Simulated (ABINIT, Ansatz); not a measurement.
# Quasiparticle gap of Ba3ZnN2O (P4/mmm) in ABINIT, part 2 of 3

Wanted: ground state, empty states, screening and self-energy for Ba3ZnN2O (P4/mmm).

ABINIT 10.8.3; PBEsol and many-body steps on it, plane waves. Known limits of the many-body steps: not at the basis limit; d shell near the gap, gap tends to lie low; no spin-orbit coupling; coarse k mesh.

So far. Step 2 (Ground state): The gap is indirect, with the least direct gap 0.06 eV higher.

## 3. Bands along the symmetry lines

Level of this step: DFT, PBEsol, plane waves, norm-conserving pseudopotentials (ABINIT).

Levels along a band path, at the cheap level, show where the edges lie and whether the meshes to come will hold them.

run.abi reads:

```
acell 3*1.0 Angstrom
rprim 
  4.149767000000 0.000000000000 0.000000000000
  0.000000000000 4.149767000000 0.000000000000
  0.000000000000 0.000000000000 9.292831000000
ntypat 4
znucl 56 30 7 8
natom 7
typat 1 1 1 2 3 3 4
xred 
  0.000000000000 0.000000000000 0.217885000000
  0.000000000000 0.000000000000 0.782115000000
  0.500000000000 0.500000000000 0.500000000000
  0.500000000000 0.500000000000 0.000000000000
  0.500000000000 0.500000000000 0.800540000000
  0.500000000000 0.500000000000 0.199460000000
  0.000000000000 0.000000000000 0.500000000000
pp_dirpath "pseudos"
pseudos "Ba.upf, Zn.upf, N.upf, O.upf"
ecut 38
iscf -2
irdden 1
kptopt 0
nkpt 39
kpt 
  0.00000000 0.00000000 0.00000000
  0.00000000 0.12500000 0.00000000
  0.00000000 0.25000000 0.00000000
  0.00000000 0.37500000 0.00000000
  0.00000000 0.50000000 0.00000000
  0.12500000 0.50000000 0.00000000
  0.25000000 0.50000000 0.00000000
  0.37500000 0.50000000 0.00000000
  0.50000000 0.50000000 0.00000000
  0.37500000 0.37500000 0.00000000
  0.25000000 0.25000000 0.00000000
  0.12500000 0.12500000 0.00000000
  0.00000000 0.00000000 0.00000000
  0.00000000 0.00000000 0.12500000
  0.00000000 0.00000000 0.25000000
  0.00000000 0.00000000 0.37500000
  0.00000000 0.00000000 0.50000000
  0.00000000 0.12500000 0.50000000
  0.00000000 0.25000000 0.50000000
  0.00000000 0.37500000 0.50000000
  0.00000000 0.50000000 0.50000000
  0.12500000 0.50000000 0.50000000
  0.25000000 0.50000000 0.50000000
  0.37500000 0.50000000 0.50000000
  0.50000000 0.50000000 0.50000000
  0.37500000 0.37500000 0.50000000
  0.25000000 0.25000000 0.50000000
  0.12500000 0.12500000 0.50000000
  0.00000000 0.00000000 0.50000000
  0.00000000 0.50000000 0.00000000
  0.00000000 0.50000000 0.12500000
  0.00000000 0.50000000 0.25000000
  0.00000000 0.50000000 0.37500000
  0.00000000 0.50000000 0.50000000
  0.50000000 0.50000000 0.00000000
  0.50000000 0.50000000 0.12500000
  0.50000000 0.50000000 0.25000000
  0.50000000 0.50000000 0.37500000
  0.50000000 0.50000000 0.50000000
istwfk *1
nband 40
nbdbuf 2
tolwfr 1e-08
nstep 40
prtwf 0
prtvol 0
indata_prefix "in"
outdata_prefix "out"
tmpdata_prefix "tmp"
```

On the command line:

```sh
> OMP_NUM_THREADS=1 mpirun -n 4 abinit run.abi > log
```

Numbers of over 12 decimals in the logs are rounded to 6 here.

The program printed:

```text
.Version 10.8.3 of ABINIT. v10.8.2 released Aug 2026.

 Symmetries : space group P4/m m m (#123); Bravais tP (primitive tetrag.)
[... echo of the input left out ...]
== DATASET  1 ==================================================================
-   mpi_nproc: 4, omp_nthreads: 1 (-1 if OMP is not activated)

--- !DatasetInfo
iteration_state: {dtset: 1, }
dimensions: {natom: 7, nkpt: 39, mband: 40, nsppol: 1, nspinor: 1, nspden: 1, mpw: 12140, }
cutoff_energies: {ecut:  38.0, pawecutdg:  -1.0, }
electrons: {nelect:   6.60000000E+01, charge:   0.00000000E+00, occopt:   1.00000000E+00, tsmear:   1.00000000E-02, }

 Real(R)+Recip(G) space primitive vectors, cartesian coordinates (Bohr,Bohr^-1):
 R(1)=  7.8419231  0.0000000  0.0000000  G(1)=  0.1275197  0.0000000  0.0000000
 R(2)=  0.0000000  7.8419231  0.0000000  G(2)=  0.0000000  0.1275197  0.0000000
 R(3)=  0.0000000  0.0000000 17.5609055  G(3)=  0.0000000  0.0000000  0.0569447
 Unit cell volume ucvol=  1.0799212E+03 bohr^3
 Angles (23,13,12)=  9.00000000E+01  9.00000000E+01  9.00000000E+01 degrees

 getcut: wavevector=  0.0000  0.0000  0.0000  ngfft=  45  45 100
         ecut(hartree)=     38.000   => boxcut(ratio)=   2.02196

--- Pseudopotential description ------------------------------------------------
- Ba Generated using ONCVPSP code by D. R. Hamann
- 56.00000  10.00000  180301                  znucl, zion, pspdat
12 -116133 2 -1 1936                          pspcod,pspxc,lmax,lloc,mmax
     nproj     2     2     2
  pspatm : epsatm=   26.37418133
         --- l  ekb(1:nproj) -->
             0    6.652372    0.677024
             1    5.027722    0.408462
             2    2.543237    0.416854
 pspatm: atomic psp has been read  and splines computed

- Zn Generated using ONCVPSP code by D. R. Hamann
- 30.00000  20.00000  180301                  znucl, zion, pspdat
12 -116133 2 -1 1312                          pspcod,pspxc,lmax,lloc,mmax
     nproj     2     2     2
  pspatm : epsatm=   26.57343564
         --- l  ekb(1:nproj) -->
[...]
pspatm: atomic psp has been read  and splines computed

- N Generated using ONCVPSP code by D. R. Hamann
-  7.00000   5.00000  180301                  znucl, zion, pspdat
12 -116133 1 -1 1058                          pspcod,pspxc,lmax,lloc,mmax
     nproj     2     2     0
  pspatm : epsatm=    5.26508482
         --- l  ekb(1:nproj) -->
[...]
pspatm: atomic psp has been read  and splines computed

- O Generated using ONCVPSP code by D. R. Hamann
-  8.00000   6.00000  180301                  znucl, zion, pspdat
12 -116133 2 -1 936                           pspcod,pspxc,lmax,lloc,mmax
     nproj     2     2     1
  pspatm : epsatm=    6.22910120
         --- l  ekb(1:nproj) -->
[...]
2   -1.335834
 pspatm: atomic psp has been read  and splines computed

[...]
Non-SCF case, kpt   38 (  0.50000  0.50000  0.37500), residuals and eigenvalues=
[...]
Non-SCF case, kpt   39 (  0.50000  0.50000  0.50000), residuals and eigenvalues=
[...]
1.1957E-01  1.2618E-01  1.3799E-01  1.3799E-01  1.4175E-01  1.6993E-01
  1.6993E-01  2.1445E-01  2.1445E-01  2.3122E-01  2.3122E-01  3.5042E-01
[...]
--- !ResultsGS
iteration_state: {dtset: 1, }
comment   : Summary of ground state results
lattice_vectors:
- [  7.8419231,   0.0000000,   0.0000000, ]
- [  0.0000000,   7.8419231,   0.0000000, ]
- [  0.0000000,   0.0000000,  17.5609055, ]
lattice_lengths: [   7.84192,    7.84192,   17.56091, ]
lattice_angles: [ 90.000,  90.000,  90.000, ] # degrees, (23, 13, 12)
lattice_volume:   1.0799212E+03
convergence: {deltae:  0.000E+00, res2:  0.000E+00, residm:  9.971E-09, diffor:  0.000E+00, }
etotal    :  -3.30546042E+02
entropy   :   0.00000000E+00
fermie    :   2.16653736E-01
cartesian_stress_tensor: null
pressure_GPa: null
xred      :
- [  0.0000E+00,   0.0000E+00,   2.1788E-01, Ba]
- [  0.0000E+00,   0.0000E+00,   7.8211E-01, Ba]
- [  5.0000E-01,   5.0000E-01,   5.0000E-01, Ba]
- [  5.0000E-01,   5.0000E-01,   0.0000E+00, Zn]
- [  5.0000E-01,   5.0000E-01,   8.0054E-01,  N]
- [  5.0000E-01,   5.0000E-01,   1.9946E-01,  N]
- [  0.0000E+00,   0.0000E+00,   5.0000E-01,  O]
cartesian_forces: null
force_length_stats: {min: null, max: null, mean: null, }

 Integrated electronic density in atomic spheres:
 ------------------------------------------------
 Atom  Sphere_radius  Integrated_density
[...]
================================================================================

 ----iterations are completed or convergence reached----

 Mean square residual over all n,k,spin=   53.901E-10; max=  99.709E-10
 reduced coordinates (array xred) for    7 atoms
[...]
0.500000000000      0.500000000000      0.199460000000
       0.000000000000      0.000000000000      0.500000000000

 cartesian coordinates (angstrom) at end:
[...]
6      2.074883     2.074883     1.853548
    7      0.000000     0.000000     4.646415
 length scales=  1.889726125908  1.889726125908  1.889726125908 bohr
              =  1.000000000000  1.000000000000  1.000000000000 angstroms
 prteigrs : about to open file out_EIG
 Eigenvalues (hartree) for nkpt=  39  k points:
 kpt#   1, nband= 40, wtk=  1.00000, kpt=  0.0000  0.0000  0.0000 (reduced coord)
[...]
kpt#   2, nband= 40, wtk=  1.00000, kpt=  0.0000  0.1250  0.0000 (reduced coord)
[...]
kpt#   3, nband= 40, wtk=  1.00000, kpt=  0.0000  0.2500  0.0000 (reduced coord)
[...]
kpt#  38, nband= 40, wtk=  1.00000, kpt=  0.5000  0.5000  0.3750 (reduced coord)
[...]
kpt#  39, nband= 40, wtk=  1.00000, kpt=  0.5000  0.5000  0.5000 (reduced coord)
[...]
0.11957    0.12618    0.13799    0.13799    0.14175    0.16993    0.16993    0.21445
   0.21445    0.23122    0.23122    0.35042    0.35042    0.35107    0.35746    0.35746

== END DATASET(S) ==============================================================
================================================================================

 -outvars: echo values of variables after computation  --------
            nband          40
             nkpt          39
          spgroup         123
 [... the other variables as echoed above ...]

 Calculation completed.
```

The job ended after 2.7 min (4 MPI ranks of Arm Neoverse V1, shared host; peak memory 0.63 GiB; 10 min of CPU time).

Numbers from this step:

* gap: 0.3965 eV
* k of the valence top: 0, 0, 0.5
* k of the conduction bottom: 0.5, 0.5, 0.5
* least direct gap: 0.4563 eV

The gap is 0.396 eV, as in the run before at this level.

The electronic bands at the labelled points (eV, zero at the top of the highest filled band):

```
    point  band 30  band 31  band 32  band 33  band 34  band 35  band 36  band 37
        Γ    -0.70    -0.70    -0.11    -0.11     0.65     0.90     1.98     2.71
        X    -1.70    -1.69    -1.41    -1.14     1.31     2.76     3.32     3.33
        M    -1.20    -1.20    -0.23    -0.23     1.40     1.40     1.56     1.56
        Γ    -0.70    -0.70    -0.11    -0.11     0.65     0.90     1.98     2.71
        Z    -0.77    -0.77     0.00     0.00     0.72     1.63     1.97     2.16
        R    -2.19    -1.80    -1.52    -1.01     1.48     2.95     3.26     3.35
        A    -1.27    -1.27    -0.06    -0.06     0.40     0.40     3.64     3.64
        Z    -0.77    -0.77     0.00     0.00     0.72     1.63     1.97     2.16
jump to X    -1.70    -1.69    -1.41    -1.14     1.31     2.76     3.32     3.33
        R    -2.19    -1.80    -1.52    -1.01     1.48     2.95     3.26     3.35
jump to M    -1.20    -1.20    -0.23    -0.23     1.40     1.40     1.56     1.56
        A    -1.27    -1.27    -0.06    -0.06     0.40     0.40     3.64     3.64
```

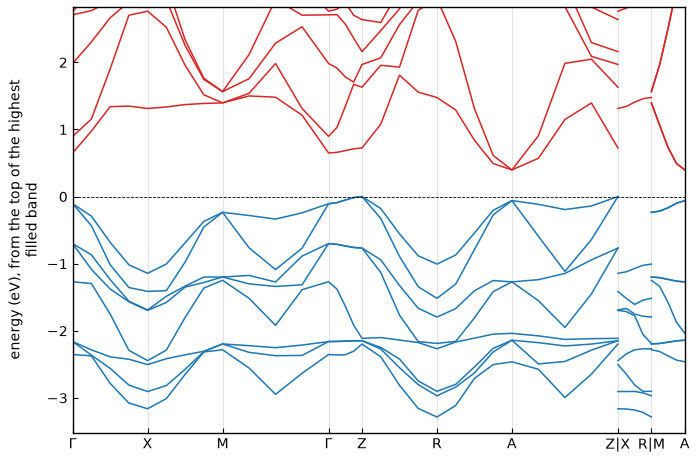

Electronic bands along the path; lines of filled and empty bands in two colours.

## 4. Empty states on the mesh, 2×2×1 mesh, 121 bands

The sums over transitions need many empty states on a uniform mesh; this step solves for them.

run.abi reads:

```
acell 3*1.0 Angstrom
rprim 
  4.149767000000 0.000000000000 0.000000000000
  0.000000000000 4.149767000000 0.000000000000
  0.000000000000 0.000000000000 9.292831000000
ntypat 4
znucl 56 30 7 8
natom 7
typat 1 1 1 2 3 3 4
xred 
  0.000000000000 0.000000000000 0.217885000000
  0.000000000000 0.000000000000 0.782115000000
  0.500000000000 0.500000000000 0.500000000000
  0.500000000000 0.500000000000 0.000000000000
  0.500000000000 0.500000000000 0.800540000000
  0.500000000000 0.500000000000 0.199460000000
  0.000000000000 0.000000000000 0.500000000000
pp_dirpath "pseudos"
pseudos "Ba.upf, Zn.upf, N.upf, O.upf"
ecut 38
ngkpt 2 2 1
nshiftk 1
shiftk 0 0 0
kptopt 1
chksymbreak 0
iscf -2
irdden 1
istwfk *1
nband 121
nbdbuf 10
tolwfr 1e-09
nstep 60
prtvol 0
indata_prefix "in"
outdata_prefix "out"
tmpdata_prefix "tmp"
```

The program printed:

```text
.Version 10.8.3 of ABINIT. v10.8.2 released Aug 2026.

 Symmetries : space group P4/m m m (#123); Bravais tP (primitive tetrag.)
[... echo of the input left out ...]
== DATASET  1 ==================================================================
-   mpi_nproc: 4, omp_nthreads: 1 (-1 if OMP is not activated)
-    --> not optimal distribution: autoparal keyword recommended in input file <--

--- !DatasetInfo
iteration_state: {dtset: 1, }
dimensions: {natom: 7, nkpt: 3, mband: 121, nsppol: 1, nspinor: 1, nspden: 1, mpw: 12112, }
cutoff_energies: {ecut:  38.0, pawecutdg:  -1.0, }
electrons: {nelect:   6.60000000E+01, charge:   0.00000000E+00, occopt:   1.00000000E+00, tsmear:   1.00000000E-02, }

 Real(R)+Recip(G) space primitive vectors, cartesian coordinates (Bohr,Bohr^-1):
 R(1)=  7.8419231  0.0000000  0.0000000  G(1)=  0.1275197  0.0000000  0.0000000
 R(2)=  0.0000000  7.8419231  0.0000000  G(2)=  0.0000000  0.1275197  0.0000000
 R(3)=  0.0000000  0.0000000 17.5609055  G(3)=  0.0000000  0.0000000  0.0569447
 Unit cell volume ucvol=  1.0799212E+03 bohr^3
 Angles (23,13,12)=  9.00000000E+01  9.00000000E+01  9.00000000E+01 degrees

 getcut: wavevector=  0.0000  0.0000  0.0000  ngfft=  45  45 100
         ecut(hartree)=     38.000   => boxcut(ratio)=   2.02196

--- Pseudopotential description ------------------------------------------------
- Ba Generated using ONCVPSP code by D. R. Hamann
- 56.00000  10.00000  180301                  znucl, zion, pspdat
12 -116133 2 -1 1936                          pspcod,pspxc,lmax,lloc,mmax
     nproj     2     2     2
  pspatm : epsatm=   26.37418133
         --- l  ekb(1:nproj) -->
             0    6.652372    0.677024
             1    5.027722    0.408462
             2    2.543237    0.416854
 pspatm: atomic psp has been read  and splines computed

- Zn Generated using ONCVPSP code by D. R. Hamann
- 30.00000  20.00000  180301                  znucl, zion, pspdat
12 -116133 2 -1 1312                          pspcod,pspxc,lmax,lloc,mmax
     nproj     2     2     2
  pspatm : epsatm=   26.57343564
         --- l  ekb(1:nproj) -->
[...]
pspatm: atomic psp has been read  and splines computed

- N Generated using ONCVPSP code by D. R. Hamann
-  7.00000   5.00000  180301                  znucl, zion, pspdat
12 -116133 1 -1 1058                          pspcod,pspxc,lmax,lloc,mmax
     nproj     2     2     0
  pspatm : epsatm=    5.26508482
         --- l  ekb(1:nproj) -->
[...]
pspatm: atomic psp has been read  and splines computed

- O Generated using ONCVPSP code by D. R. Hamann
-  8.00000   6.00000  180301                  znucl, zion, pspdat
12 -116133 2 -1 936                           pspcod,pspxc,lmax,lloc,mmax
     nproj     2     2     1
  pspatm : epsatm=    6.22910120
         --- l  ekb(1:nproj) -->
[...]
2   -1.335834
[...]
5.87E-10  6.80E-10  5.10E-10  3.14E-10  2.48E-10  6.79E-10  4.39E-10  4.50E-10
[...]
1.61E-04
 -4.3919E+00 -2.7131E+00 -2.7130E+00 -2.7130E+00 -7.9333E-01 -7.7576E-01
 -7.7546E-01 -4.0105E-01 -2.7276E-01 -2.5606E-01 -2.4675E-01 -2.4675E-01
 -2.4117E-01 -2.3302E-01 -2.2368E-01 -2.2368E-01 -2.2165E-01 -2.2165E-01
[...]
1.2726E+00  1.3004E+00  1.3004E+00  1.3019E+00  1.3160E+00  1.3365E+00
  1.3428E+00  1.3652E+00  1.3652E+00  1.3669E+00  1.3669E+00  1.3688E+00
  1.3798E+00
 prteigrs : prtvol=0 or 1, do not print more k-points.

--- !ResultsGS
iteration_state: {dtset: 1, }
comment   : Summary of ground state results
lattice_vectors:
- [  7.8419231,   0.0000000,   0.0000000, ]
- [  0.0000000,   7.8419231,   0.0000000, ]
- [  0.0000000,   0.0000000,  17.5609055, ]
lattice_lengths: [   7.84192,    7.84192,   17.56091, ]
lattice_angles: [ 90.000,  90.000,  90.000, ] # degrees, (23, 13, 12)
lattice_volume:   1.0799212E+03
convergence: {deltae:  0.000E+00, res2:  0.000E+00, residm:  9.992E-10, diffor:  0.000E+00, }
etotal    :  -3.30546042E+02
entropy   :   0.00000000E+00
fermie    :   2.16653736E-01
cartesian_stress_tensor: null
pressure_GPa: null
xred      :
- [  0.0000E+00,   0.0000E+00,   2.1788E-01, Ba]
- [  0.0000E+00,   0.0000E+00,   7.8211E-01, Ba]
- [  5.0000E-01,   5.0000E-01,   5.0000E-01, Ba]
- [  5.0000E-01,   5.0000E-01,   0.0000E+00, Zn]
- [  5.0000E-01,   5.0000E-01,   8.0054E-01,  N]
- [  5.0000E-01,   5.0000E-01,   1.9946E-01,  N]
- [  0.0000E+00,   0.0000E+00,   5.0000E-01,  O]
cartesian_forces: null
force_length_stats: {min: null, max: null, mean: null, }

 Integrated electronic density in atomic spheres:
 ------------------------------------------------
 Atom  Sphere_radius  Integrated_density
[...]
================================================================================

 ----iterations are completed or convergence reached----

 Mean square residual over all n,k,spin=   48.429E-11; max=  99.921E-11
 reduced coordinates (array xred) for    7 atoms
[...]
0.500000000000      0.500000000000      0.199460000000
       0.000000000000      0.000000000000      0.500000000000

 cartesian coordinates (angstrom) at end:
    1      0.000000     0.000000     2.024768
    2      0.000000     0.000000     7.268063
    3      2.074883     2.074883     4.646415
    4      2.074883     2.074883     0.000000
    5      2.074883     2.074883     7.439283
    6      2.074883     2.074883     1.853548
    7      0.000000     0.000000     4.646415
 length scales=  1.889726125908  1.889726125908  1.889726125908 bohr
              =  1.000000000000  1.000000000000  1.000000000000 angstroms
 prteigrs : about to open file out_EIG
 Eigenvalues (hartree) for nkpt=   3  k points:
 kpt#   1, nband=121, wtk=  0.25000, kpt=  0.0000  0.0000  0.0000 (reduced coord)
[...]
1.23237    1.25254    1.26073    1.27255    1.27255    1.30043    1.30043    1.30193
   1.31605    1.33654    1.34277    1.36520    1.36521    1.36686    1.36692    1.36875
   1.37976
 prteigrs : prtvol=0 or 1, do not print more k-points.

== END DATASET(S) ==============================================================
================================================================================

 -outvars: echo values of variables after computation  --------
            nband         121
             nkpt           3
          spgroup         123
 [... the other variables as echoed above ...]

 Calculation completed.
```

Wall time 59 s (4 MPI ranks); peak memory 0.44 GiB.

This step gave:

* gap: 0.7559 eV
* k of the valence top: 0, 0, 0
* k of the conduction bottom: 0, 0, 0
* least direct gap: 0.7559 eV
* k points computed: 3
* lowest point of the top converged band, above the valence top: 28.17 eV

On this mesh the gap is 0.756 eV. The earlier step found 0.396 eV, so this mesh misses an edge.

## 5. Screening, 2×2×1 mesh, 111 bands, screening to 98 eV

The RPA dielectric matrix is built and inverted for each q.

This step: RPA screening on PBEsol, plane waves, norm-conserving pseudopotentials.

Changes to run.abi since step 4:

```diff
@@ -25,10 +25,11 @@
 chksymbreak 0
-iscf -2
-irdden 1
 istwfk *1
-nband 121
-nbdbuf 10
-tolwfr 1e-09
-nstep 60
-prtvol 0
+occopt 1
+irdwfk 1
+optdriver 3
+nband 111
+ecuteps 3.6
+inclvkb 2
+awtr 1
+symchi 1
 indata_prefix "in"
```

The program printed:

```text
.Version 10.8.3 of ABINIT. v10.8.2 released Aug 2026.

 Symmetries : space group P4/m m m (#123); Bravais tP (primitive tetrag.)
[... echo of the input left out ...]
== DATASET  1 ==================================================================
-   mpi_nproc: 4, omp_nthreads: 1 (-1 if OMP is not activated)

--- !DatasetInfo
iteration_state: {dtset: 1, }
dimensions: {natom: 7, nkpt: 3, mband: 111, nsppol: 1, nspinor: 1, nspden: 1, mpw: 12112, }
cutoff_energies: {ecut:  38.0, pawecutdg:  -1.0, }
electrons: {nelect:   6.60000000E+01, charge:   0.00000000E+00, occopt:   1.00000000E+00, tsmear:   1.00000000E-02, }

 SCREENING: Calculation of the susceptibility and dielectric matrices

 Based on a program developped by R.W. Godby, V. Olevano, G. Onida, and L. Reining.
 Incorporated in ABINIT by V. Olevano, G.-M. Rignanese, and M. Torrent.
.Using double precision arithmetic ; gwpc =  8

[... cell and pseudopotentials left out ...]
--------------------------------------------------------------------------------

 ==== K-mesh for the wavefunctions ====
 Number of points in the irreducible wedge :     3
[... list of points left out ...]
 Together with 16 symmetry operations and time-reversal symmetry
 yields     4 points in the full Brillouin Zone.

 ==== Q-mesh for the screening function ====
 Number of points in the irreducible wedge :     3
[... list of points left out ...]
 Together with 16 symmetry operations and time-reversal symmetry
 yields     4 points in the full Brillouin Zone.

 setmesh: FFT mesh size selected  =    30x   30x   64
          total number of points  =        57600

 vcoul_init : cutoff-mode = AUXILIARY_FUNCTION
 q-points for optical limit:   1
     1)      0.000010    0.000020    0.000030

- screening: taking advantage of time-reversal symmetry
- Maximum band index for partially occupied states nbvw = 33
- Remaining bands to be divided among processors   nbcw = 78
- Number of bands treated by each node ~19

 Number of electrons calculated from density =   66.0000; Expected =   66.0000
 average of density, n =  0.061116
 r_s =    1.5749
 omega_plasma =   23.8469 [eV]

 calculating chi0 at frequencies [eV] :
  1    0.000000E+00    0.000000E+00
  2    0.000000E+00    2.384688E+01

--------------------------------------------------------------------------------
  q-point number  1        q = ( 0.000000, 0.000000, 0.000000) [r.l.u.]
--------------------------------------------------------------------------------
[... chi0 elements left out ...]
 For q-point:  0.000010 0.000020 0.000030
  dielectric constant =   9.3164
  dielectric constant without local fields =  10.6313

  Average fulfillment of the sum rule on Im[epsilon] for q-point    1 :     49.25  [%]
[... wings left out ...]
  q-point number  2        q = ( 0.500000, 0.000000, 0.000000) [r.l.u.]
--------------------------------------------------------------------------------
[... chi0 elements left out ...]
  Average fulfillment of the sum rule on Im[epsilon] for q-point    2 :     50.27  [%]

 [... 1 further q-points ...]
```

Run time: 31 s. Hardware: 4 MPI ranks; peak memory 1.4 GiB; 2 min of CPU time.

This step gave:

- ε∞ with local fields, on this mesh, along the program's q direction: 9.316
- the same without local fields: 10.63
- plasma frequency: 23.85 eV
- plane waves in the screening matrix: 371

Local fields lower ε∞ by 12 %. On a Γ-centred mesh this coarse the value itself is usually too large, while a short band sum pulls it down.

[end of part 2 of 3]

[Paths, hosts, dates, memory and timing lines, banners, echoed tables and standing remarks are left out of the program output.]

[Logs are printed without paths, hosts, clocks, repeated set-up lines and the standing remarks that a program may print on its own settings, such as how far it seeks lower states.]

[Runs of the session that timed out or met a known fault of the program may be left out.]

[Hosts, paths, dates, database ids (printed as entryN), source tags and the programs' standing remarks are cut or masked in the printed files.]

[G0W0 gaps are taken among the corrected bands and points alone; a level outside them can change the order at an edge.]

[Where Ansatz stands beside ABINIT at settings called matched, ABINIT's density can come from a denser mesh and the files from another edition; pairs whose starting gaps differed by over 0.03 eV were left out, so agreement reads better than it is.]
